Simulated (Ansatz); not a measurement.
**Fields on a plane of TiN (rock salt)**

```xyz
2
Lattice="0.0000 2.1234 2.1234 2.1234 0.0000 2.1234 2.1234 2.1234 0.0000" Properties=species:S:1:pos:R:3 pbc="T T T"
N      0.0000     0.0000     0.0000
Ti     2.1234     2.1234     2.1234
```

The slice is a {100} plane (indices of the conventional cell) through the point (0.000, 0.000, 0.000) (fractional), spanned by u = [100] and v = [0 1 -1] in vectors of this cell: u (3.00 Å) and v (3.00 Å, at 90° to u). It covers one period; positions are fractions (u, v).

Atoms on it: N at (0.00, 0.00); Ti at (0.50, 0.50).

Method: PBE (plane waves to 420 eV, PAW, scalar-relativistic; Ansatz, a quantum-chemistry and plane-wave program). k mesh 19×19×19. These are valence fields of a PAW run, semicore shells included where kept as valence: close to a nucleus they are smooth pseudo fields. The PAW data are Ansatz's earlier set. TiN is run without spin polarisation. TiN was relaxed with its symmetry unable to fall.

```tsv
v \ u	0.00	0.10	0.20	0.30	0.40	0.50	0.60	0.70	0.80	0.90
0.90	x	x	x	7.9	7.4	6.7	7.4	7.9	x	x
0.80	x	x	x	3.5	<1.0	<1.0	<1.0	3.5	x	x
0.70	8.8	7.8	3.5	x	x	x	x	x	3.5	7.8
0.60	9.6	7.4	<1.0	x	x	x	x	x	<1.0	7.4
0.50	9.2	6.7	<1.0	x	x	x	x	x	<1.0	6.7
0.40	9.6	7.4	<1.0	x	x	x	x	x	<1.0	7.4
0.30	8.8	7.8	3.5	x	x	x	x	x	3.5	7.8
0.20	x	x	x	3.5	<1.0	<1.0	<1.0	3.5	x	x
0.10	x	x	x	7.9	7.4	6.7	7.4	7.9	x	x
0.00	x	x	x	8.9	9.6	9.2	9.6	8.9	x	x
```

Values: electrostatic potential energy of an electron, from the cell's mean, in eV. Points within 0.9 Å of a nucleus are blanked (x), as the pseudised field means little there. Values under 1 eV are set to 1. The zero, the cell's mean, hangs on the PAW cores.

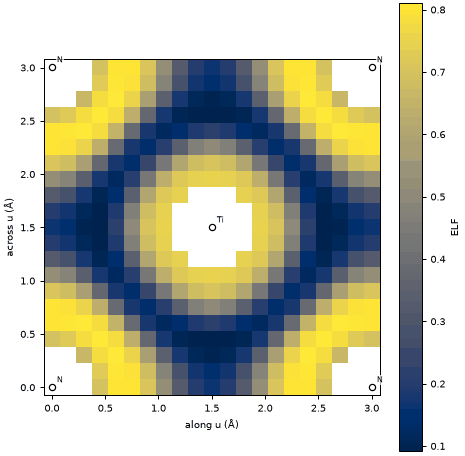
Fig. 1. Electron localisation function (ELF), one period of the plane, atoms marked. Points within 0.4 Å of a nucleus are left white, as the pseudised field means little there.

The density on the N–Ti line (2.12 Å) at its midpoint is 0.51 e/Å³ and the ELF at that point comes out as 0.18.
